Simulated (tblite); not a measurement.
**Molecular dynamics, with input and output: C₅H₈O₂**

System: C₅H₈O₂ (cyclobutanecarboxylic acid).
Method: GFN2-xTB Langevin dynamics, gas phase (tblite 0.8.0).

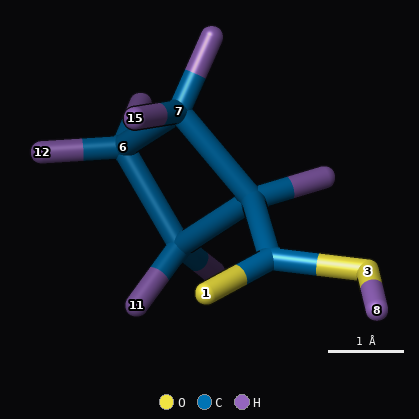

The starting structure (stick view, seen at a tilt; atoms are numbered from 1 in the order of the input). Bond lengths as drawn: C–C 1.50 to 1.54 Å, C–H 1.09 Å, C–O 1.20 to 1.34 Å and H–O 0.97 Å.

**Input**
```
{"job": {"kind": "md", "xc": "GFN2-xTB", "basis": "xTB", "temperature": 300, "steps": 2000, "every": 50}, "charge": 0, "multiplicity": 1}
O      1.546615     0.631106     1.579935
C      1.572156     0.043749     0.531198
O      2.709076    -0.433545     0.003208
C      0.382459    -0.246135    -0.334399
C     -0.818137    -0.894861     0.388218
C     -1.750097     0.155376    -0.229884
C     -0.518004     0.968576    -0.647232
H      3.461883    -0.232759     0.581971
H      0.703614    -0.790554    -1.221281
H     -1.013377    -1.933447     0.132258
H     -0.730775    -0.794155     1.468019
H     -2.437900     0.645750     0.454317
H     -2.308359    -0.228061    -1.081324
H     -0.489736     1.320643    -1.675560
H     -0.313834     1.796307     0.028645
```

The first line tells a small driver script what to run in tblite; the rest is the geometry in Å.

Machine: 1 CPU thread, shared host.

Command:
```bash
OMP_NUM_THREADS=1 python <driver script> task.json out
```

**The program's output**
```
t/fs     T/K      E/eV
    0.0   239.3   -623.53796
   25.0   140.8   -623.13904
   50.0   236.9   -623.14389
   75.0   179.6   -622.99591
  100.0   220.8   -623.04167
  125.0   234.2   -623.12187
  150.0   257.0   -623.31074
  175.0   159.8   -623.08188
  200.0   271.2   -623.24690
  225.0   211.5   -623.00258
  250.0   230.9   -623.07025
  275.0   240.3   -623.09414
  300.0   308.2   -623.09902
  325.0   383.5   -623.13546
  350.0   363.1   -623.04265
  375.0   376.7   -623.02085
  400.0   331.8   -622.97670
  425.0   365.5   -623.25011
  450.0   204.0   -622.95108
  475.0   308.9   -623.12251
  500.0   278.8   -623.19037
  525.0   294.8   -623.08899
  550.0   264.5   -622.99864
  575.0   312.6   -623.14121
  600.0   269.1   -623.08867
  625.0   303.8   -623.19268
  650.0   261.7   -622.99326
  675.0   380.3   -623.13181
  700.0   378.9   -623.00484
  725.0   307.5   -623.12530
  750.0   304.5   -623.01370
  775.0   319.2   -622.99378
  800.0   284.0   -622.89149
  825.0   292.0   -622.96153
  850.0   269.5   -622.98589
  875.0   289.1   -622.88579
  900.0   311.7   -622.78494
  925.0   398.1   -623.05037
  950.0   237.8   -622.79045
  975.0   331.0   -622.98188
 1000.0   236.8   -622.92274
```

**Trajectory as extended XYZ (Å, eV, eV/Å), 7 of the 41 frames kept, from step=0 to step=40**
```
15
Properties=species:S:1:pos:R:3:forces:R:3 step=0 time_fs=0.0 energy=-623.53796 temperature=239.3
O     1.5466    0.6311    1.5799    0.0025  -0.0001  -0.0018
C     1.5722    0.0437    0.5312   -0.0063  -0.0043  -0.0014
O     2.7091   -0.4335    0.0032   -0.0005   0.0035   0.0036
C     0.3825   -0.2461   -0.3344   -0.0028   0.0008  -0.0044
C    -0.8181   -0.8949    0.3882    0.0049  -0.0016  -0.0019
C    -1.7501    0.1554   -0.2299    0.0011  -0.0041   0.0016
C    -0.5180    0.9686   -0.6472   -0.0016   0.0000  -0.0007
H     3.4619   -0.2328    0.5820    0.0075  -0.0018  -0.0004
H     0.7036   -0.7906   -1.2213    0.0048  -0.0007   0.0014
H    -1.0134   -1.9334    0.1323   -0.0011  -0.0003   0.0063
H    -0.7308   -0.7942    1.4680   -0.0061  -0.0014  -0.0021
H    -2.4379    0.6458    0.4543    0.0035   0.0022   0.0004
H    -2.3084   -0.2281   -1.0813   -0.0029   0.0014  -0.0002
H    -0.4897    1.3206   -1.6756    0.0013   0.0048   0.0013
H    -0.3138    1.7963    0.0286   -0.0042   0.0016  -0.0017
15
Properties=species:S:1:pos:R:3:forces:R:3 step=7 time_fs=175.0 energy=-623.08188 temperature=159.8
O     1.2457    0.5821    1.6685    0.0687  -0.1667  -0.6649
C     1.3251    0.2189    0.5064   -0.9395   0.6852   2.1697
O     2.4812    0.0100   -0.0663    0.6257  -0.4555  -1.3669
C     0.1279   -0.0626   -0.3347   -0.2642  -1.0009   0.7786
C    -1.0016   -0.9543    0.3971    1.2004   1.7496  -0.7311
C    -2.0001    0.0278   -0.2532   -1.2491  -1.0994   0.2075
C    -0.9365    0.9999   -0.5389    1.7228   2.3006  -0.0465
H     3.2452    0.1352    0.5054    0.0821   0.1689   0.4000
H     0.4730   -0.3795   -1.2900    0.1768  -0.8874  -0.6914
H    -1.1136   -1.9371    0.0055    0.1946  -0.8047   0.1308
H    -0.8100   -0.9009    1.4883   -0.5439  -0.0276  -0.7747
H    -2.8667    0.3439    0.2954   -0.2095   0.3523   0.6934
H    -2.4112   -0.3923   -1.1503   -0.0717  -0.4867  -0.6602
H    -0.7791    1.5422   -1.5075   -0.7809  -0.4771   0.6692
H    -0.8671    1.7333    0.2710   -0.0126   0.1492  -0.1137
15
Properties=species:S:1:pos:R:3:forces:R:3 step=13 time_fs=325.0 energy=-623.13546 temperature=383.5
O     1.3780    0.8274    1.3651   -0.4671   0.0674  -0.1550
C     1.3077    0.2666    0.3008   -0.7868   0.3065   0.6391
O     2.3778   -0.2045   -0.2937    0.4355  -0.6593  -1.2445
C     0.0903   -0.0646   -0.5206   -0.2535  -0.8277  -1.1483
C    -0.8322   -1.1809   -0.0039    0.2877  -2.4160   1.1543
C    -2.0706   -0.3215   -0.0799   -0.8687   1.5907  -0.6314
C    -1.1415    0.8474   -0.5464   -0.3723  -0.3332   0.1069
H     3.1780   -0.0299    0.1942    0.6275   0.1702   0.5194
H     0.4274   -0.3798   -1.5473   -0.0084   0.6211   0.8171
H    -0.8379   -2.1286   -0.6294   -0.0856   1.1496   0.4141
H    -0.6127   -1.5677    1.0191    0.0130   0.5422  -0.4650
H    -2.7511   -0.0799    0.8044    1.2710  -0.6379  -0.8989
H    -2.7267   -0.5754   -0.9345    0.1508  -0.1608   0.5718
H    -1.4003    1.2289   -1.5171    0.0068   0.0629  -0.5503
H    -1.0648    1.6933    0.0913    0.0502   0.5245   0.8707
15
Properties=species:S:1:pos:R:3:forces:R:3 step=20 time_fs=500.0 energy=-623.19037 temperature=278.8
O     0.9413    1.2527    1.5041    0.5188  -0.1619  -0.1446
C     1.0379    0.6107    0.4908    0.1516   0.0552   0.0931
O     2.2258    0.1904   -0.0345   -1.2939   0.1123  -0.0211
C    -0.1486    0.1821   -0.3333    0.0339  -0.8520   1.9980
C    -0.3696   -1.3399   -0.3365   -0.8656  -0.7297   0.8105
C    -1.8114   -1.1203    0.2143    0.2116   1.2940  -1.3498
C    -1.5221    0.4064    0.3517    0.4316  -1.1258  -1.2129
H     2.9635    0.4611    0.5083    0.3847   0.2128   0.4026
H     0.0252    0.5100   -1.2909    0.0055   1.0655  -2.2144
H    -0.4335   -1.7728   -1.3309    0.5753  -0.1732   0.0953
H     0.2689   -1.9365    0.3809   -0.5760   0.6541  -1.0348
H    -2.0163   -1.6397    1.1004   -0.3540  -0.5383   1.2245
H    -2.6336   -1.2793   -0.5046    0.5311  -0.2165   0.1740
H    -2.2320    1.0937   -0.0826   -0.0393  -0.0084  -0.5072
H    -1.3778    0.7094    1.3385    0.2847   0.4118   1.6869
15
Properties=species:S:1:pos:R:3:forces:R:3 step=27 time_fs=675.0 energy=-623.13181 temperature=380.3
O     0.9203    1.3400    1.7826    0.1255  -0.9433  -2.3011
C     0.8886    0.8492    0.6561    0.5687   0.3149   0.8284
O     1.9464    0.1765    0.0958   -0.3778   1.0035   0.9588
C    -0.3088    0.8634   -0.2896    0.1582  -0.3084   2.2557
C    -0.4507   -0.3338   -1.1670    1.6921  -1.3857  -1.4939
C    -1.5630   -0.9162   -0.3299    0.1457  -1.2303   1.0311
C    -1.5593    0.3521    0.4939   -0.6331   1.9242  -0.4032
H     2.7458    0.2876    0.6508   -0.4064  -0.1822  -0.1394
H    -0.4115    1.8241   -0.7514    0.0817   0.5334  -0.1558
H    -0.7521   -0.0292   -2.1547   -0.3750  -0.0686  -0.4707
H     0.4692   -0.9540   -1.3265   -0.6562   0.4135   0.3422
H    -1.2988   -1.7641    0.3786   -0.2341   0.5574  -1.3515
H    -2.4421   -1.1332   -0.9390   -0.0755  -0.1246   0.5351
H    -2.4194    1.0071    0.2848    0.1074  -0.2154   0.2530
H    -1.3968    0.3175    1.5626   -0.1212  -0.2884   0.1114
15
Properties=species:S:1:pos:R:3:forces:R:3 step=33 time_fs=825.0 energy=-622.96153 temperature=292.0
O     0.9342    0.6370    2.3213    0.5076  -0.2826  -0.3852
C     0.9783    0.3704    1.1406   -1.2279   0.7302   0.9978
O     1.9911   -0.0945    0.4812    2.7485  -0.5317   0.0389
C    -0.1749    0.6328    0.2387   -2.0083  -0.2388   0.7606
C    -0.2138    0.0890   -1.1641    1.7660  -1.0008  -0.6568
C    -1.2437   -1.0047   -0.8879    0.8641  -0.0069   0.6590
C    -1.4460   -0.3210    0.4626    0.2737   1.7257   0.0637
H     2.8601   -0.1173    0.9935   -1.2575  -0.0984  -0.4131
H    -0.4161    1.7244    0.3806    0.1298  -0.9592  -0.2242
H    -0.6216    0.8148   -1.7904   -0.3462   1.0842  -1.3650
H     0.7708   -0.2612   -1.5031   -0.3044   0.1688  -0.2683
H    -0.8137   -2.0040   -0.7564   -0.1245   0.2136  -0.2904
H    -2.0698   -1.0139   -1.5909   -0.1235  -0.1489   0.2230
H    -2.2628    0.3909    0.3727   -0.5092  -0.5201   0.6285
H    -1.3930   -0.9021    1.3638   -0.3884  -0.1351   0.2315
15
Properties=species:S:1:pos:R:3:forces:R:3 step=40 time_fs=1000.0 energy=-622.92274 temperature=236.8
O     0.8782    0.6583    2.5089    0.0966   0.0508   0.0509
C     0.9667    0.4132    1.3428    1.0993  -0.9836  -1.1179
O     2.0021   -0.3635    0.8085   -0.1439   0.4640   3.1453
C     0.0378    0.6818    0.2394   -0.8403  -0.4514  -0.0840
C     0.4716    0.2085   -1.1611   -1.7571   0.7466   0.3543
C    -0.8401   -0.5688   -1.2414   -0.9970  -2.2308  -0.0332
C    -1.1984   -0.3121    0.2600    1.3190   0.8433  -1.3009
H     2.4875   -0.6345    1.6468   -0.1322   0.1121  -1.3457
H    -0.3604    1.6684    0.1566    0.0198   0.8363   0.4827
H     0.4509    1.0506   -1.8141    0.3568   0.5324  -0.7648
H     1.4003   -0.3026   -1.2274    0.2853  -0.5766  -0.0727
H    -0.7128   -1.6556   -1.5561   -0.1513   1.0901   0.6038
H    -1.6847   -0.2026   -1.8435    0.7585   0.2883  -0.2012
H    -2.1473    0.1774    0.4523    0.0090  -0.0646  -0.0645
H    -1.0590   -1.1265    0.9296    0.0776  -0.6570   0.3479
```

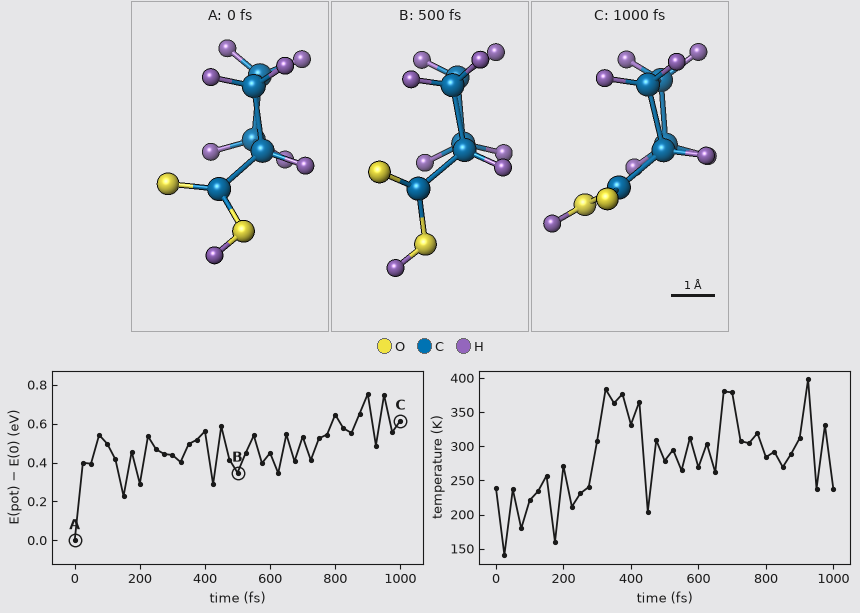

Frames of the molecular dynamics (ball-and-stick, seen at an oblique angle) above the curves, on which the letters mark them. The trajectory kept here has 41 frames over 1000 fs. The temperature starts at 239 K, ranges from 141 to 398 K and averages 301 K over the second half. The potential energy ends 0.615 eV above its first value. After an unweighted best fit of the last frame on the first, the root-mean-square displacement is 0.92 Å, and O1 has moved furthest (2.21 Å).

**Key numbers**

- outcome: finished
- mean temperature over the second half: 301 K
- trajectory: 41 frames kept, 1000 fs
- wall time: 31 s
- peak memory: 0.18 GiB
